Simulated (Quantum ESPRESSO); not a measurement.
# Nb (Im-3m): from the cell to the phonon bands

How does Nb (Im-3m) vibrate, and is this structure a minimum?

Method: DFT LDA, scalar-relativistic, plane waves, PseudoDojo norm-conserving pseudopotentials, in Quantum ESPRESSO 7.5.

The database entry behind the starting cell differs from later determinations by our own check (about 0.8 % long, hydrogen-cycled sample), so it need not match the best structure at ambient conditions.

**1. The starting structure**

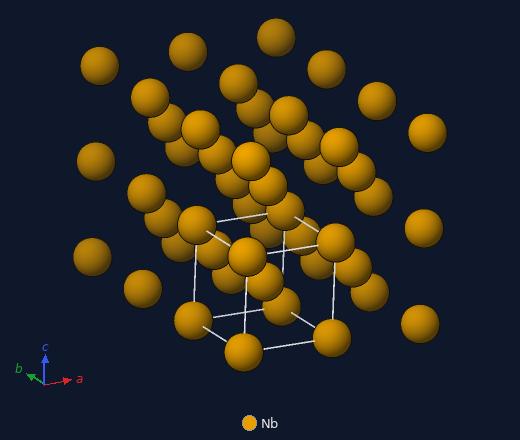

The cell as given, slightly off an axis (niobium orange). 2×3×2 cells are drawn. This picture shows the conventional cell, with its axes. Some periodic images of atoms are drawn too.

Structure file:

```cif
data_structure
_symmetry_space_group_name_H-M 'P 1'
_symmetry_Int_Tables_number 1
_cell_length_a 2.8820
_cell_length_b 2.8820
_cell_length_c 2.8820
_cell_angle_alpha 109.471
_cell_angle_beta 109.471
_cell_angle_gamma 109.471
_cell_volume 18.43
loop_
_atom_site_label
_atom_site_type_symbol
_atom_site_fract_x
_atom_site_fract_y
_atom_site_fract_z
_atom_site_occupancy
Nb1 Nb 0.00000 0.00000 0.00000 1
```

**2. A probe with smearing**

Before anything dear is run, a loose run with smearing shows whether this is a metal and how far the cell is from rest.

Input file probe.in:

```
&CONTROL
  calculation = 'scf'
  prefix      = 'x'
  outdir      = './tmp'
  pseudo_dir  = './pseudo'
  tprnfor     = .true.
  tstress     = .true.
  verbosity   = 'high'
/
&SYSTEM
  ibrav       = 0
  nat         = 1
  ntyp        = 1
  ecutwfc     = 82.0
  occupations = 'smearing'
  smearing    = 'gaussian'
  degauss     = 0.01
/
&ELECTRONS
  conv_thr         = 1.0d-07
  mixing_beta      = 0.7
  electron_maxstep = 100
/
ATOMIC_SPECIES
 Nb     92.9064  Nb.upf
CELL_PARAMETERS angstrom
    -1.663950000    1.663950000    1.663950000
     1.663950000   -1.663950000    1.663950000
     1.663950000    1.663950000   -1.663950000
ATOMIC_POSITIONS crystal
 Nb     0.000000000   0.000000000   0.000000000
K_POINTS automatic
 8 8 8 0 0 0
```

Launch:

```console
> OMP_NUM_THREADS=1 mpirun -n 4 pw.x -nk 4 -in probe.in > probe.out
```

The program printed:

```text
[banners, grids, parts of the stress and lines that vanish by symmetry left out]
Program PWSCF v.7.5
     Message from routine setup:
     using ibrav=0 with symmetry is DISCOURAGED, use correct ibrav instead
[...]
kinetic-energy cutoff     =      82.0000  Ry
     charge density cutoff     =     328.0000  Ry
     scf convergence threshold =      1.0E-07
[...]
Exchange-correlation= SLA  PW   NOGX NOGC
                           (   1   4   0   0   0   0   0)
[...]
48 Sym. Ops., with inversion, found
[...]
(     0          1          0      )
                  (     0          0          1      )
[...]
(  0.0000000  1.0000000 -0.0000000 )
                  ( -0.0000000 -0.0000000  1.0000000 )
[...]
(     1          0          0      )
                  (    -1         -1         -1      )
[...]
(  1.0000000 -0.0000000  0.0000000 )
                  ( -0.0000000 -1.0000000 -0.0000000 )
[...]
(    -1          0          0      )
                  (     0          0         -1      )
[...]
( -1.0000000 -0.0000000  0.0000000 )
                  (  0.0000000  1.0000000 -0.0000000 )
[...]
number of k points=    29  Gaussian smearing, width (Ry)=  0.0100
[...]
End of self-consistent calculation
[...]
the Fermi energy is    17.1198 ev
!    total energy              =    -124.69065784 Ry
[...]
convergence has been achieved in   6 iterations
[...]
atom    1 type  1   force =     0.00000000    0.00000000    0.00000000
[...]
Total force =     0.000000     Total SCF correction =     0.000000
[...]
total   stress  (Ry/bohr**3)                   (kbar)     P=     -116.58
[...]
XML data file, charge density, pseudopotentials, collected wavefunctions

   JOB DONE.
```

Elapsed: 1.8 s, on 4 MPI ranks of Arm Neoverse V1, shared host; 7 s of CPU time.

This step gave:

```yaml
volume_per_atom: 18.43 Å³
pressure: -11.66 GPa
gap_on_the_k_mesh: 0 eV
```

No gap opens on this mesh, so smearing is kept; the start stands at -12 GPa.

**3. Relaxing the cell and atoms**

The relaxation runs at a cutoff a fifth above that of the response, since stress converges more slowly with the basis than frequencies do. Forces and stress are brought to rest with tight thresholds.

Input file relax.in:

```
&CONTROL
  calculation   = 'vc-relax'
  prefix        = 'x'
  outdir        = './tmp'
  pseudo_dir    = './pseudo'
  tprnfor       = .true.
  tstress       = .true.
  forc_conv_thr = 2.0d-05
  etot_conv_thr = 1.0d-07
  nstep         = 40
/
&SYSTEM
  ibrav       = 0
  nat         = 1
  ntyp        = 1
  ecutwfc     = 98
  occupations = 'smearing'
  smearing    = 'mv'
  degauss     = 0.02
/
&ELECTRONS
  conv_thr         = 1.0d-11
  mixing_beta      = 0.7
  electron_maxstep = 100
/
&IONS
/
&CELL
  press_conv_thr = 0.2
/
ATOMIC_SPECIES
 Nb     92.9064  Nb.upf
CELL_PARAMETERS angstrom
    -1.663950000    1.663950000    1.663950000
     1.663950000   -1.663950000    1.663950000
     1.663950000    1.663950000   -1.663950000
ATOMIC_POSITIONS crystal
 Nb     0.000000000   0.000000000   0.000000000
K_POINTS automatic
 16 16 16 0 0 0
```

Launch:

```console
> OMP_NUM_THREADS=1 mpirun -n 4 pw.x -nk 4 -in relax.in > relax.out
```

The program printed:

```text
[banners, grids, parts of the stress and lines that vanish by symmetry left out]
[banner, memory and clock lines left out]
Program PWSCF v.7.5

[...]
kinetic-energy cutoff     =      98.0000  Ry
     charge density cutoff     =     392.0000  Ry
     scf convergence threshold =      1.0E-11
[...]
energy convergence thresh.=      1.0E-07
     force convergence thresh. =      2.0E-05
     press convergence thresh. =      2.0E-01
     Exchange-correlation= SLA  PW   NOGX NOGC
                           (   1   4   0   0   0   0   0)
[...]
48 Sym. Ops., with inversion, found
[...]
number of k points=   145  Marzari-Vanderbilt smearing, width (Ry)=  0.0200
[...]
End of self-consistent calculation
[...]
the Fermi energy is    17.2443 ev
!    total energy              =    -124.68811903 Ry
[...]
convergence has been achieved in   8 iterations
[...]
atom    1 type  1   force =     0.00000000    0.00000000    0.00000000
     Total force =     0.000000     Total SCF correction =     0.000000
[...]
total   stress  (Ry/bohr**3)                   (kbar)     P=     -121.45
[...]
number of bfgs steps    =   0
[...]
CELL_PARAMETERS (angstrom)
[...]
ATOMIC_POSITIONS (crystal)
Nb               0.0000000000        0.0000000000        0.0000000000
[...]
New effective cutoffs (rho, wfc):  407.97  102.17
[...]
End of self-consistent calculation
[...]
the Fermi energy is    18.5467 ev
!    total energy              =    -124.69183079 Ry
[...]
convergence has been achieved in   7 iterations
[...]
atom    1 type  1   force =     0.00000000    0.00000000    0.00000000
     Total force =     0.000000     Total SCF correction =     0.000000
[...]
total   stress  (Ry/bohr**3)                   (kbar)     P=      -17.84
[...]
number of bfgs steps    =   1
[...]
CELL_PARAMETERS (angstrom)
[...]
ATOMIC_POSITIONS (crystal)
Nb               0.0000000000        0.0000000000        0.0000000000
[...]
New effective cutoffs (rho, wfc):  410.80  102.88
[...]
End of self-consistent calculation
[...]
the Fermi energy is    18.7702 ev
!    total energy              =    -124.69189652 Ry
[...]
convergence has been achieved in   8 iterations
[...]
atom    1 type  1   force =     0.00000000    0.00000000    0.00000000
     Total force =     0.000000     Total SCF correction =     0.000000
[...]
total   stress  (Ry/bohr**3)                   (kbar)     P=        1.99
[...]
number of bfgs steps    =   2
[...]
CELL_PARAMETERS (angstrom)
[...]
ATOMIC_POSITIONS (crystal)
Nb               0.0000000000        0.0000000000        0.0000000000
[...]
New effective cutoffs (rho, wfc):  410.52  102.81
[...]
End of self-consistent calculation
[...]
the Fermi energy is    18.7478 ev
!    total energy              =    -124.69189732 Ry
[...]
convergence has been achieved in   6 iterations
[...]
atom    1 type  1   force =     0.00000000    0.00000000    0.00000000
     Total force =     0.000000     Total SCF correction =     0.000000
[...]
total   stress  (Ry/bohr**3)                   (kbar)     P=       -0.03
[...]
number of bfgs steps    =   3
[...]
small trust_radius: resetting bfgs history
[...]
CELL_PARAMETERS (angstrom)
[...]
ATOMIC_POSITIONS (crystal)
Nb               0.0000000000        0.0000000000        0.0000000000
[...]
New effective cutoffs (rho, wfc):  410.52  102.81
[...]
End of self-consistent calculation
[...]
the Fermi energy is    18.7481 ev
!    total energy              =    -124.69189732 Ry
[...]
convergence has been achieved in   3 iterations
[...]
atom    1 type  1   force =     0.00000000    0.00000000    0.00000000
     Total force =     0.000000     Total SCF correction =     0.000000
[...]
total   stress  (Ry/bohr**3)                   (kbar)     P=       -0.00
[...]
bfgs converged in   5 scf cycles and   4 bfgs steps
[...]
End of BFGS Geometry Optimization
     Final enthalpy           =    -124.6918973182 Ry
     File ./tmp/x.bfgs deleted, as requested
[...]
CELL_PARAMETERS (angstrom)
[...]
ATOMIC_POSITIONS (crystal)
Nb               0.0000000000        0.0000000000        0.0000000000
[...]
Final scf calculation at the relaxed structure.
[...]
kinetic-energy cutoff     =      98.0000  Ry
     charge density cutoff     =     392.0000  Ry
     scf convergence threshold =      1.0E-13
[...]
press convergence thresh. =      2.0E-01
     Exchange-correlation= SLA  PW   NOGX NOGC
                           (   1   4   0   0   0   0   0)
[...]
48 Sym. Ops., with inversion, found
[...]
number of k points=   145  Marzari-Vanderbilt smearing, width (Ry)=  0.0200
[...]
c_bands:  1 eigenvalues not converged
[...]
End of self-consistent calculation
[...]
the Fermi energy is    18.7481 ev
!    total energy              =    -124.69188693 Ry
[...]
convergence has been achieved in   9 iterations
[...]
atom    1 type  1   force =     0.00000000    0.00000000    0.00000000
     Total force =     0.000000     Total SCF correction =     0.000000
[...]
total   stress  (Ry/bohr**3)                   (kbar)     P=        0.01
[...]
XML data file, charge density, pseudopotentials, collected wavefunctions
```

Run time: 63 s. Hardware: 4 MPI ranks; 4.2 min of CPU time.

Relaxation path:

| step | energy less that of the first step (eV) | largest force (eV/Å) | pressure (GPa) | volume (Å³) |
| --- | --- | --- | --- | --- |
| 1 | 0.0000 | 0.0000 | -12.14 | 18.43 |
| 2 | -0.0505 | 0.0000 | -1.78 | 17.31 |
| 3 | -0.0514 | 0.0000 | 0.20 | 17.13 |
| 4 | -0.0514 | 0.0000 | 0.00 | 17.15 |
| 5 | -0.0514 | 0.0000 | 0.00 | 17.15 |
| 6 | -0.0513 | 0.0000 | 0.00 | 17.15 |

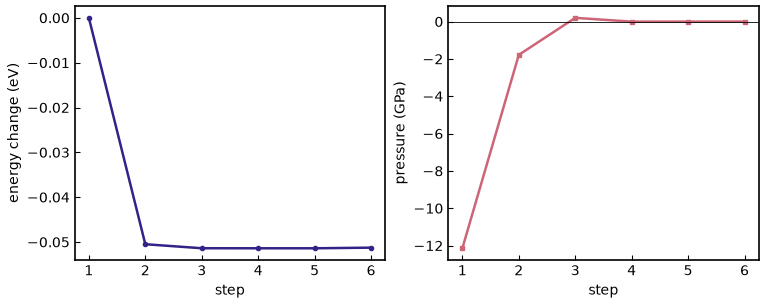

Energy and pressure along the relaxation.

| conventional cell, symmetrised | before | after | change |
| --- | --- | --- | --- |
| a (Å) | 3.328 | 3.249 | -2.4 % |
| b (Å) | 3.328 | 3.249 | -2.4 % |
| c (Å) | 3.328 | 3.249 | -2.4 % |
| volume (Å³/atom) | 18.43 | 17.15 | -6.9 % |

The relaxed structure:

```cif
data_structure
_symmetry_space_group_name_H-M 'P 1'
_symmetry_Int_Tables_number 1
_cell_length_a 2.8138
_cell_length_b 2.8138
_cell_length_c 2.8138
_cell_angle_alpha 109.471
_cell_angle_beta 109.471
_cell_angle_gamma 109.471
_cell_volume 17.15
loop_
_atom_site_label
_atom_site_type_symbol
_atom_site_fract_x
_atom_site_fract_y
_atom_site_fract_z
_atom_site_occupancy
Nb1 Nb 0.00000 0.00000 0.00000 1
```

The last row of the table of steps is pw.x's closing run on a basis chosen anew for the final cell, so its energy can jump.

This step gave:

| Quantity | Value |
| --- | --- |
| volume per atom | 17.15 Å³ |
| pressure | 0.001 GPa |

The volume changes by -6.9 % from the cell with which this run began.

**4. Ground state**

The response is built on this ground state, so it is converged far tighter than an energy would need. Smearing stays on, as the first look found no gap above 0.3 eV.

Input file scf.in:

```
&CONTROL
  calculation = 'scf'
  prefix      = 'x'
  outdir      = './tmp'
  pseudo_dir  = './pseudo'
  tprnfor     = .true.
  tstress     = .true.
/
&SYSTEM
  ibrav       = 0
  nat         = 1
  ntyp        = 1
  ecutwfc     = 82.0
  occupations = 'smearing'
  smearing    = 'mv'
  degauss     = 0.02
/
&ELECTRONS
  conv_thr         = 1.0d-12
  mixing_beta      = 0.7
  electron_maxstep = 100
/
ATOMIC_SPECIES
 Nb     92.9064  Nb.upf
CELL_PARAMETERS angstrom
    -1.624527558    1.624527558    1.624527558
     1.624527558   -1.624527558    1.624527558
     1.624527558    1.624527558   -1.624527558
ATOMIC_POSITIONS crystal
 Nb     0.000000000   0.000000000   0.000000000
K_POINTS automatic
 16 16 16 0 0 0
```

Launch:

```console
> OMP_NUM_THREADS=1 mpirun -n 4 pw.x -nk 4 -in scf.in > scf.out
```

The program printed:

```text
[banners, grids, parts of the stress and lines that vanish by symmetry left out]
[banner, memory and clock lines left out]
Program PWSCF v.7.5

[...]
kinetic-energy cutoff     =      82.0000  Ry
     charge density cutoff     =     328.0000  Ry
     scf convergence threshold =      1.0E-12
[...]
Exchange-correlation= SLA  PW   NOGX NOGC
                           (   1   4   0   0   0   0   0)
[...]
48 Sym. Ops., with inversion, found
[...]
number of k points=   145  Marzari-Vanderbilt smearing, width (Ry)=  0.0200
[...]
End of self-consistent calculation
[...]
the Fermi energy is    18.7481 ev
!    total energy              =    -124.69186070 Ry
[...]
convergence has been achieved in   9 iterations
[...]
atom    1 type  1   force =     0.00000000    0.00000000    0.00000000
     Total force =     0.000000     Total SCF correction =     0.000000
[...]
total   stress  (Ry/bohr**3)                   (kbar)     P=       -0.38
[...]
XML data file, charge density, pseudopotentials, collected wavefunctions
```

Run time: 7.3 s. Hardware: 4 MPI ranks.

Read from the output:

```yaml
pressure: -0.038 GPa
```

The cell stands at -0.038 GPa, close enough for phonons.

**5. Levels on a dense mesh**

The coupling is a sum over pairs of states at the Fermi level and needs a much denser mesh than the density does.

scf_fit.in, as its differences from scf.in of step 4:

```diff
@@ -16,5 +16,6 @@
   degauss     = 0.02
+  la2F        = .true.
 /
 &ELECTRONS
-  conv_thr         = 1.0d-12
+  conv_thr         = 1.0d-10
   mixing_beta      = 0.7
@@ -31,2 +32,2 @@
 K_POINTS automatic
- 16 16 16 0 0 0
+ 32 32 32 0 0 0
```

Launch:

```console
> OMP_NUM_THREADS=1 mpirun -n 4 pw.x -nk 4 -in scf_fit.in > scf_fit.out
```

The program printed:

```text
[banners, grids, parts of the stress and lines that vanish by symmetry left out]
[banner, memory and clock lines left out]
Program PWSCF v.7.5

[...]
kinetic-energy cutoff     =      82.0000  Ry
     charge density cutoff     =     328.0000  Ry
     scf convergence threshold =      1.0E-10
[...]
Exchange-correlation= SLA  PW   NOGX NOGC
                           (   1   4   0   0   0   0   0)
[...]
48 Sym. Ops., with inversion, found
[...]
number of k points=   897  Marzari-Vanderbilt smearing, width (Ry)=  0.0200
[...]
End of self-consistent calculation
[...]
the Fermi energy is    18.7614 ev
!    total energy              =    -124.69180531 Ry
[...]
convergence has been achieved in   7 iterations
[...]
atom    1 type  1   force =     0.00000000    0.00000000    0.00000000
     Total force =     0.000000     Total SCF correction =     0.000000
[...]
total   stress  (Ry/bohr**3)                   (kbar)     P=       -1.25
[...]
XML data file, charge density, pseudopotentials, collected wavefunctions
```

Elapsed: 34 s, on 4 MPI ranks; 2.3 min of CPU time.

Read from the output:

| Quantity | Value |
| --- | --- |
| pressure | -0.125 GPa |

**6. Ground state**

The run on the dense mesh left its levels for the electron-phonon sums; ph.x needs the ground state on the coarse mesh, so pw.x runs once more in the same folder.

scf.in is that of step 4.

Launch:

```console
> OMP_NUM_THREADS=1 mpirun -n 4 pw.x -nk 4 -in scf.in > scf.out
```

The program printed:

```text
[banners, grids, parts of the stress and lines that vanish by symmetry left out]
[banner, memory and clock lines left out]
Program PWSCF v.7.5

[...]
kinetic-energy cutoff     =      82.0000  Ry
     charge density cutoff     =     328.0000  Ry
     scf convergence threshold =      1.0E-12
[...]
Exchange-correlation= SLA  PW   NOGX NOGC
                           (   1   4   0   0   0   0   0)
[...]
48 Sym. Ops., with inversion, found
[...]
number of k points=   145  Marzari-Vanderbilt smearing, width (Ry)=  0.0200
[...]
End of self-consistent calculation
[...]
the Fermi energy is    18.7481 ev
!    total energy              =    -124.69186070 Ry
[...]
convergence has been achieved in   9 iterations
[...]
atom    1 type  1   force =     0.00000000    0.00000000    0.00000000
     Total force =     0.000000     Total SCF correction =     0.000000
[...]
total   stress  (Ry/bohr**3)                   (kbar)     P=       -0.38
[...]
XML data file, charge density, pseudopotentials, collected wavefunctions
```

It took 7.3 s on 4 MPI ranks; 29 s of CPU time.

This step gave:

| Quantity | Value |
| --- | --- |
| pressure | -0.038 GPa |

(Continued in part 2 of 3.)

[Host names and launcher messages were left out of these logs when they were recorded.]

[Logs are printed without paths, hosts, clocks, repeated set-up lines and the standing remarks that a program may print on its own settings, such as how far it seeks lower states.]

[Hosts, paths, dates, database ids (printed as entryN), source tags and the programs' standing remarks are cut or masked in the printed files.]
